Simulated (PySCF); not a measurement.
System: C$_{3}$H$_{7}$AlCl$_{2}$ (AlCl2(iPr)).

```xyz
13

Al    1.2407    1.3076   -0.0966
Cl    3.3138    1.4906    0.1797
Cl    0.1768    3.0911   -0.4166
C     0.2722   -0.3865   -0.0338
C    -0.6921   -0.5134   -1.2156
C    -0.4602   -0.5185    1.3064
H     1.0292   -1.1889   -0.1002
H    -0.1733   -0.4945   -2.1877
H    -1.4333    0.3027   -1.2244
H    -1.2551   -1.4621   -1.1650
H    -1.0223   -1.4679    1.3552
H     0.2274   -0.5049    2.1678
H    -1.1931    0.2928    1.4529
```

Geometry: PBE0-D3(BJ)/def2-SVP.

Theory: PBE0/pcSseg-1 Al:pcSseg-2, SCF density, gas phase, non-relativistic (PySCF).

What can the converged electron density and electron localisation function tell about the bonding?

C–Al (1.95 Å): ρ is about 0.78 e/Å³ halfway; the ELF peaks at about 0.95 between the atoms, as expected for a shared but strongly polarised pair.
Al–Cl (2.10 Å): the density is about 0.77 e/Å³ at the midpoint; the ELF peaks at about 0.85 in the valence shell of Cl, 0.9 Å from its nucleus, and is about 0.85 at the midpoint.
C–H (1.11 Å): ρ is about 1.9 e/Å³ halfway; the ELF climbs to about 1 towards the hydrogen, as it does in any bond to H: an ordinary covalent bond to hydrogen.

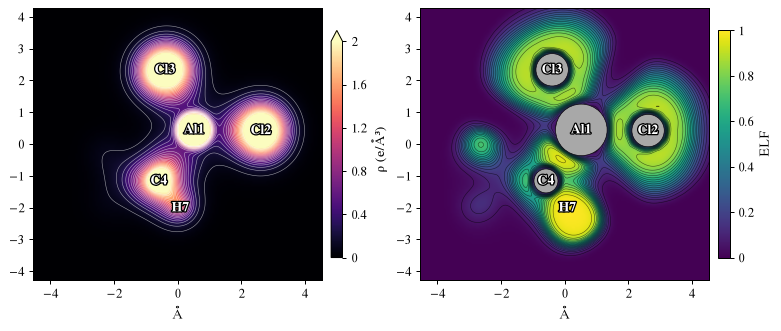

Computed electron density and electron localisation function on the plane of atoms Cl3, Al1 and C4, in this order. Grey discs cover the atomic cores in the ELF map. 
